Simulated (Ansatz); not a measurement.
## Geometry relaxation, with input and output: Si2H7O3F3 (part 2 of 2)

The same run, continued: Si2H7O3F3; RKS PBE0-D4/def2-SVP (Ansatz 0.2.0). The input holds or restrains some coordinates. Forces given for the steps count only the free coordinates.

Trajectory as extended XYZ, continued:
```
15
Properties=species:S:1:pos:R:3:forces:R:3 step=6 energy=-30131.47464
Si   -0.3868    0.4774    1.0164   -0.6410   0.9129   0.6669
O    -0.1600    0.0446   -0.5883   -0.0031  -0.2286  -1.1158
Si   -1.2448   -0.0443   -1.8812   -0.0069  -0.0272   0.0218
F     0.9580    1.5156    0.9850   -0.0076  -0.0193   0.0007
F    -1.6426   -0.5723    1.3200   -0.0277  -0.0251   0.0001
F    -1.3604    1.7577    1.2503    0.0167  -0.0223   0.0053
H     1.6861   -0.6986    0.9499    0.0576   0.0529  -0.1641
O     0.6522   -0.5886    1.8791    0.5839  -0.5188   0.3511
H     1.3064   -0.3222   -0.5231    0.4050  -0.0739   0.1291
O     2.1999   -0.4568    0.0058   -0.3698  -0.0210   0.1094
H    -1.7515    1.3186   -2.1980   -0.0087  -0.0012   0.0031
H    -2.3702   -0.9601   -1.5543    0.0117   0.0016  -0.0078
H    -0.4535   -0.5770   -3.0263    0.0011  -0.0027  -0.0011
H     0.1685   -1.3768    2.1577    0.0010  -0.0174  -0.0047
H     2.3985    0.4828    0.2069   -0.0121  -0.0099   0.0060
15
Properties=species:S:1:pos:R:3:forces:R:3 step=7 energy=-30131.47853
Si   -0.3674    0.5102    1.0074   -0.6102   1.0492   0.6680
O    -0.1264    0.1250   -0.6073   -0.1950  -0.2366  -1.2055
Si   -1.2524   -0.0652   -1.8664    0.0394  -0.0008   0.1540
F     1.0144    1.5083    1.0358   -0.0728  -0.0824  -0.0178
F    -1.6659   -0.5077    1.2562    0.0380   0.0299  -0.0246
F    -1.3007    1.8179    1.2662    0.0503  -0.1178   0.0165
H     1.6669   -0.7306    0.9344    0.0876   0.0700  -0.2065
O     0.6222   -0.6164    1.8509    0.4010  -0.6755   0.3868
H     1.3274   -0.2869   -0.5319    0.4157  -0.1076   0.1401
O     2.2052   -0.4599    0.0120   -0.3657   0.0622   0.1328
H    -1.8738    1.2554   -2.1807    0.0372  -0.0905   0.0340
H    -2.2953   -1.0670   -1.4966    0.0869   0.0741  -0.0310
H    -0.4534   -0.5550   -3.0245   -0.0026   0.0114  -0.0192
H     0.1008   -1.4000    2.0804    0.0927   0.0862  -0.0055
H     2.3983    0.4720    0.2641   -0.0025  -0.0719  -0.0221
15
Properties=species:S:1:pos:R:3:forces:R:3 step=8 energy=-30131.48266
Si   -0.3645    0.5224    1.0048   -0.6291   0.9756   0.6658
O    -0.1246    0.1330   -0.6091   -0.1320  -0.2373  -1.2027
Si   -1.2492   -0.0750   -1.8648    0.0303   0.0488   0.1581
F     1.0249    1.5066    1.0360   -0.0649  -0.0634  -0.0194
F    -1.6724   -0.4860    1.2473    0.0245   0.0257  -0.0277
F    -1.2882    1.8341    1.2695    0.0479  -0.0789   0.0198
H     1.6564   -0.7361    0.9321    0.0896   0.0653  -0.1930
O     0.6118   -0.6160    1.8481    0.4796  -0.5934   0.3664
H     1.3271   -0.2864   -0.5346    0.4032  -0.1094   0.1534
O     2.2010   -0.4691    0.0124   -0.3649   0.0136   0.1133
H    -1.9068    1.2336   -2.1478    0.0179  -0.0750   0.0085
H    -2.2621   -1.1057   -1.4974    0.0734   0.0383  -0.0490
H    -0.4446   -0.5191   -3.0387   -0.0153  -0.0003   0.0064
H     0.0869   -1.3953    2.0757    0.0319   0.0163   0.0123
H     2.4045    0.4587    0.2664    0.0077  -0.0259  -0.0121
15
Properties=species:S:1:pos:R:3:forces:R:3 step=9 energy=-30131.49222
Si   -0.3535    0.5618    1.0016   -0.6690   0.7764   0.6972
O    -0.1215    0.1654   -0.6117   -0.0449  -0.1620  -1.1565
Si   -1.2481   -0.0830   -1.8507   -0.0300  -0.1637  -0.0847
F     1.0592    1.5006    1.0368   -0.0084   0.0017  -0.0224
F    -1.6922   -0.4140    1.2215    0.0028   0.0229  -0.0392
F    -1.2416    1.8881    1.2945    0.0262   0.0163   0.0268
H     1.6291   -0.7549    0.9290    0.0856   0.0638  -0.1678
O     0.5835   -0.6123    1.8405    0.5787  -0.5106   0.3665
H     1.3201   -0.2874   -0.5347    0.3960  -0.1124   0.1497
O     2.1862   -0.5035    0.0124   -0.3589  -0.0100   0.0999
H    -2.0306    1.1711   -2.0704    0.0446  -0.1362   0.0490
H    -2.1381   -1.2481   -1.5462    0.0769   0.1792  -0.0029
H    -0.4307   -0.4161   -3.0602   -0.0497   0.0895   0.0824
H     0.0461   -1.3799    2.0702   -0.0489  -0.0407   0.0136
H     2.4321    0.4122    0.2674   -0.0009  -0.0141  -0.0115
15
Properties=species:S:1:pos:R:3:forces:R:3 step=10 energy=-30131.49983
Si   -0.3429    0.5963    0.9900   -0.6960   0.8000   0.6861
O    -0.1066    0.2004   -0.6228   -0.0023  -0.2088  -1.1720
Si   -1.2372   -0.1107   -1.8443   -0.2255   0.0664  -0.1199
F     1.0929    1.4958    1.0371    0.0143  -0.0021  -0.0323
F    -1.7136   -0.3464    1.1787    0.0502   0.0360  -0.0388
F    -1.1955    1.9421    1.3022    0.0340  -0.0248   0.0309
H     1.6052   -0.7744    0.9319    0.0810   0.0653  -0.1735
O     0.5546   -0.6054    1.8331    0.4666  -0.6120   0.4158
H     1.3203   -0.2943   -0.5325    0.3681  -0.1093   0.1453
O     2.1755   -0.5421    0.0184   -0.3221   0.0663   0.1288
H    -2.1654    1.0679   -1.9745    0.2157  -0.2585   0.0306
H    -2.0310   -1.3561   -1.5574    0.2289   0.2061  -0.0855
H    -0.4107   -0.2752   -3.0931   -0.1949  -0.0008   0.2290
H    -0.0026   -1.3623    2.0598    0.0087   0.0519  -0.0186
H     2.4570    0.3644    0.2732   -0.0268  -0.0755  -0.0257
15
Properties=species:S:1:pos:R:3:forces:R:3 step=11 energy=-30131.51012
Si   -0.3378    0.6066    0.9850   -0.6509   0.8925   0.6666
O    -0.0995    0.2155   -0.6287   -0.0311  -0.2032  -1.1890
Si   -1.2408   -0.1108   -1.8401   -0.0864   0.0049  -0.0215
F     1.1089    1.4923    1.0390   -0.0214  -0.0324  -0.0241
F    -1.7196   -0.3219    1.1637    0.0356   0.0289  -0.0443
F    -1.1764    1.9622    1.2982    0.0469  -0.0675   0.0309
H     1.5935   -0.7824    0.9325    0.0946   0.0573  -0.1851
O     0.5421   -0.6057    1.8313    0.4429  -0.5914   0.4024
H     1.3220   -0.2934   -0.5327    0.3558  -0.1233   0.1437
O     2.1708   -0.5533    0.0225   -0.3298   0.0369   0.1219
H    -2.2017    1.0391   -1.9352    0.1575  -0.2318   0.0230
H    -1.9574   -1.4004   -1.5675    0.1076   0.1954  -0.0496
H    -0.4360   -0.2410   -3.1006   -0.1256   0.0341   0.1489
H    -0.0270   -1.3558    2.0506    0.0130   0.0367  -0.0106
H     2.4589    0.3490    0.2821   -0.0087  -0.0371  -0.0132
15
Properties=species:S:1:pos:R:3:forces:R:3 step=12 energy=-30131.53457
Si   -0.3266    0.6432    0.9575   -0.5366   0.7939   0.7672
O    -0.0753    0.2589   -0.6559    0.0265  -0.1892  -1.1269
Si   -1.2324   -0.1252   -1.8316   -0.0209  -0.0088   0.0263
F     1.1400    1.4912    1.0068    0.0105   0.0097  -0.0098
F    -1.7325   -0.2646    1.0775    0.0274   0.0201  -0.0693
F    -1.1287    1.9926    1.3605    0.0000   0.0004   0.0118
H     1.5571   -0.7995    0.9445    0.1098   0.0668  -0.1814
O     0.5068   -0.5799    1.8350    0.4107  -0.5258   0.3481
H     1.3244   -0.3008   -0.5272    0.3414  -0.1255   0.1335
O     2.1525   -0.5999    0.0393   -0.3163  -0.0082   0.1065
H    -2.3023    0.9042   -1.8274   -0.0218   0.0101   0.0072
H    -1.7925   -1.4831   -1.6022   -0.0016  -0.0381   0.0076
H    -0.4947   -0.1106   -3.1249    0.0095   0.0132  -0.0238
H    -0.0845   -1.3113    2.0529   -0.0271  -0.0235   0.0079
H     2.4888    0.2846    0.2949   -0.0115   0.0048  -0.0049
15
Properties=species:S:1:pos:R:3:forces:R:3 step=13 energy=-30131.54071
Si   -0.3096    0.6812    0.9307   -0.5202   0.8511   0.8253
O    -0.0450    0.3072   -0.6829    0.0188  -0.1937  -1.1634
Si   -1.2280   -0.1451   -1.8151   -0.0922   0.0123  -0.0265
F     1.1774    1.4921    0.9913   -0.0312  -0.0198   0.0020
F    -1.7426   -0.2005    0.9701    0.0242   0.0341   0.0156
F    -1.0795    2.0252    1.4154    0.0400  -0.1180  -0.0405
H     1.5212   -0.8136    0.9544    0.1302   0.0524  -0.1992
O     0.4666   -0.5623    1.8314    0.2725  -0.5439   0.3323
H     1.3290   -0.3059   -0.5240    0.3072  -0.1307   0.1145
O     2.1341   -0.6413    0.0553   -0.2719   0.0463   0.1227
H    -2.4002    0.7785   -1.7150    0.1451  -0.1380  -0.0289
H    -1.6298   -1.5763   -1.6133    0.0603   0.1908  -0.0461
H    -0.5532    0.0103   -3.1441   -0.0941  -0.0541   0.1127
H    -0.1512   -1.2777    2.0375    0.0396   0.0483  -0.0164
H     2.5109    0.2281    0.3082   -0.0283  -0.0370  -0.0042
15
Properties=species:S:1:pos:R:3:forces:R:3 step=14 energy=-30131.54409
Si   -0.3029    0.6967    0.9396   -0.5209   0.6547   0.7695
O    -0.0395    0.3634   -0.6832    0.0182  -0.2255  -1.1812
Si   -1.2151   -0.1483   -1.7978   -0.0495   0.0377   0.0133
F     1.1945    1.4773    1.0368    0.0190   0.0372   0.0002
F    -1.7474   -0.1668    0.9663   -0.0021   0.0059  -0.0288
F    -1.0610    2.0408    1.4210   -0.0250   0.0798   0.0421
H     1.5051   -0.8270    0.9263    0.1200   0.0472  -0.2012
O     0.4483   -0.5873    1.8039    0.3862  -0.5090   0.3327
H     1.3243   -0.2752   -0.5382    0.3128  -0.1191   0.1291
O     2.1238   -0.6329    0.0356   -0.2791  -0.0180   0.1168
H    -2.4050    0.7358   -1.7259   -0.0057   0.0099  -0.0026
H    -1.5794   -1.5720   -1.5607    0.0150  -0.0199   0.0138
H    -0.5682   -0.0322   -3.1353    0.0276   0.0060   0.0065
H    -0.1769   -1.2989    1.9918   -0.0279  -0.0018  -0.0089
H     2.4994    0.2263    0.3196    0.0113   0.0150  -0.0016
15
Properties=species:S:1:pos:R:3:forces:R:3 step=15 energy=-30131.54514
Si   -0.3059    0.6923    0.9368   -0.4885   0.7435   0.7819
O    -0.0420    0.3462   -0.6832    0.0058  -0.1574  -1.1445
Si   -1.2244   -0.1437   -1.8002    0.0430  -0.0272  -0.0083
F     1.1885    1.4828    1.0228    0.0017   0.0115  -0.0018
F    -1.7477   -0.1752    0.9637    0.0020   0.0117  -0.0031
F    -1.0662    2.0360    1.4249   -0.0016  -0.0053   0.0087
H     1.5098   -0.8253    0.9315    0.1261   0.0553  -0.2016
O     0.4542   -0.5810    1.8093    0.3254  -0.5181   0.3366
H     1.3270   -0.2802   -0.5338    0.3038  -0.1378   0.1069
O     2.1277   -0.6360    0.0393   -0.2839   0.0286   0.1296
H    -2.4094    0.7492   -1.7287    0.0199  -0.0080   0.0019
H    -1.5870   -1.5695   -1.5704   -0.0248  -0.0006   0.0027
H    -0.5598   -0.0278   -3.1302   -0.0218   0.0151   0.0009
H    -0.1706   -1.2926    2.0006   -0.0048   0.0007  -0.0047
H     2.5058    0.2247    0.3173   -0.0023  -0.0121  -0.0051
15
Properties=species:S:1:pos:R:3:forces:R:3 step=16 energy=-30131.54549
Si   -0.3065    0.6935    0.9360   -0.4953   0.7540   0.8120
O    -0.0411    0.3454   -0.6833    0.0233  -0.1750  -1.1659
Si   -1.2219   -0.1482   -1.8000   -0.0025   0.0002   0.0008
F     1.1873    1.4854    1.0189   -0.0031   0.0020   0.0034
F    -1.7499   -0.1715    0.9576    0.0058  -0.0031  -0.0048
F    -1.0651    2.0327    1.4392    0.0026  -0.0021  -0.0016
H     1.5097   -0.8203    0.9344    0.1241   0.0544  -0.1913
O     0.4518   -0.5796    1.8104    0.3331  -0.5200   0.3104
H     1.3288   -0.2789   -0.5324    0.3029  -0.1343   0.1113
O     2.1286   -0.6345    0.0421   -0.2799   0.0160   0.1130
H    -2.4020    0.7499   -1.7298    0.0004   0.0006   0.0002
H    -1.5967   -1.5706   -1.5672    0.0002  -0.0004   0.0014
H    -0.5628   -0.0326   -3.1321    0.0009   0.0003  -0.0004
H    -0.1709   -1.2962    1.9900   -0.0091   0.0121   0.0092
H     2.5106    0.2253    0.3160   -0.0036  -0.0048   0.0024
```

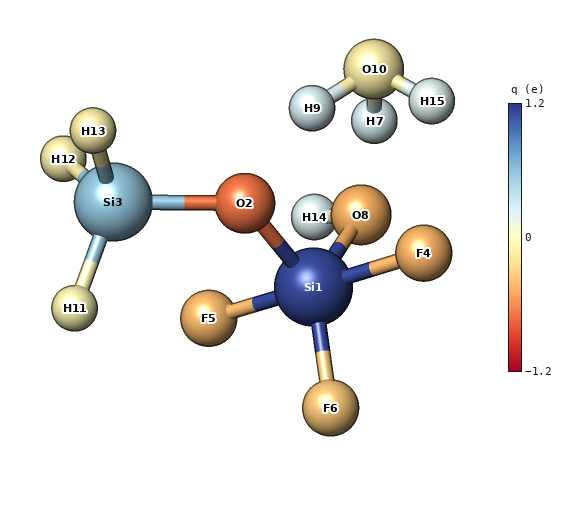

Figure 1. Mulliken charges, as the colour of each atom (ball-and-stick view, seen at a tilt; atoms are numbered from 1 in the order of the input). By element: Si +0.56 to +1.11, O −0.68 to −0.10, F −0.43 to −0.33 and H −0.09 to +0.26 e.

The run was set up as follows.

Input file:
```yaml
crystal:
  periodic: [false, false, false]
  atoms:
    - {symbol: Si, position_ang: [-0.474100, 0.431200, 1.008900]}
    - {symbol: O, position_ang: [-0.228100, -0.050300, -0.579000]}
    - {symbol: Si, position_ang: [-1.229300, 0.007700, -1.866100]}
    - {symbol: F, position_ang: [0.777200, 1.548300, 0.894900]}
    - {symbol: F, position_ang: [-1.671300, -0.643500, 1.364000]}
    - {symbol: F, position_ang: [-1.496600, 1.644900, 1.250000]}
    - {symbol: H, position_ang: [1.682200, -0.657500, 0.919300]}
    - {symbol: O, position_ang: [0.664200, -0.534600, 1.864300]}
    - {symbol: H, position_ang: [1.250500, -0.369400, -0.549500]}
    - {symbol: O, position_ang: [2.165400, -0.506500, -0.059200]}
    - {symbol: H, position_ang: [-1.578800, 1.398700, -2.124700]}
    - {symbol: H, position_ang: [-2.392600, -0.831700, -1.619100]}
    - {symbol: H, position_ang: [-0.308800, -0.551500, -2.862000]}
    - {symbol: H, position_ang: [0.304900, -1.276900, 2.347000]}
    - {symbol: H, position_ang: [2.535200, 0.391000, 0.011100]}
basis:
  gaussian: {orbitals: def2-SVP}
hamiltonian: {xc: pbe0, dispersion: d4}
relax: {f_tol: 0.04, max_steps: 150, escape_saddle: false, constraints: [{distance: [0, 7]}, {distance: [6, 9]}, {distance: [1, 8]}, {distance: [0, 1]}, {distance: [6, 7]}, {distance: [8, 9]}]}
```

Launched with:
```bash
ansatz run in.yaml --threads 4 --pin off --events-out ev --progress --plain --max-ram 66560MiB --backend cuda --devices 0, --max-vram 37GiB
```

Results in brief:

- outcome: converged under the restraints of the input
- total energy: −30131.5455 eV
- mean-field energy: −30131.2219 eV
- dispersion energy: −0.3236 eV
- SCF solution under orbital rotations: stable
- largest force (length of the vector) at the end, held atoms and coordinates included: 1.214 eV/Å
- dipole moment: 4.52 D
- hardware: 4 CPU threads, shared host
- wall time: 26 s (CPU time 42 s)
- peak memory: 0.89 GiB
